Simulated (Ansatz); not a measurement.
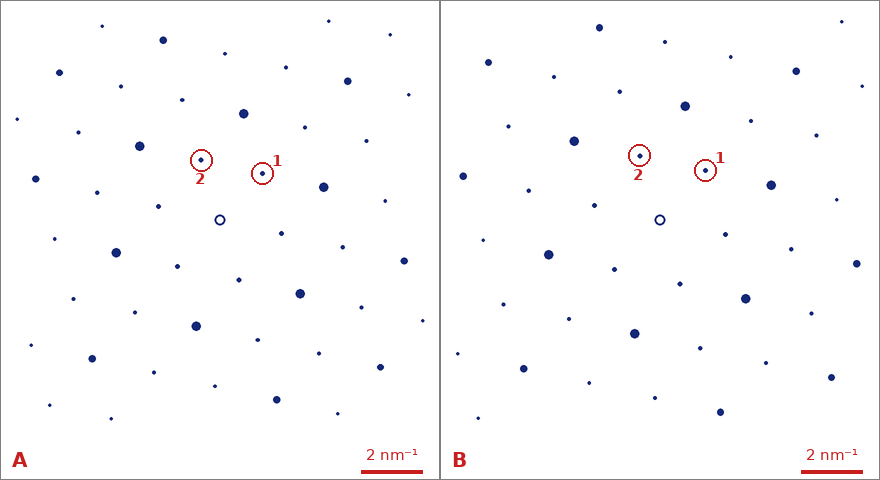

Kinematic electron diffraction patterns (120 kV, B = 0.5 Å², same scale) along [001] of the run's own cell, for the start and the end of one relaxation of Bi3Sb2 with DFT PBE, scalar-relativistic, plane waves, PAW in Ansatz 0.2.0. k mesh 12×12×6. The start is a generated model structure, and the relaxation ends in the nearest stationary point of its symmetry, not necessarily the ground state. Spot 1 is -1 0 0 and spot 2 is 0 -1 0 in both.

Start structure:

```
Sb Bi
1.0
     5.19631    0.00000    0.00000
    -2.59816    4.50014    0.00000
     0.00000    0.00000    7.28391
Sb Bi
2 3
Direct
  0.33333 0.66667 0.20186
  0.66667 0.33333 0.79814
  0.00000 0.00000 0.00000
  0.33333 0.66667 0.64100
  0.66667 0.33333 0.35900
```

> Which pattern belongs to the start structure, and which to the relaxed one?

B is the start: its cell gives d(1) = 4.500 Å, d(2) = 4.500 Å and an angle of 60.0°. A is the relaxed structure, with d(1) = 4.814 Å (+7.0 %), d(2) = 4.814 Å (+7.0 %) and 60.0°.

> What did the relaxation do to the structure and the energy?

The volume changed by +1.6 % to 34.61 Å³ an atom; with the mean shift removed, the atoms moved by up to 0.69 Å relative to the cell (Bi most); the space group stayed P-3m1 (No. 164); the free energy fell by 54 meV an atom. Relaxed cell: a = 5.558 Å, b = 5.558 Å, c = 6.468 Å, α = 90.00°, β = 90.00°, γ = 120.00°.
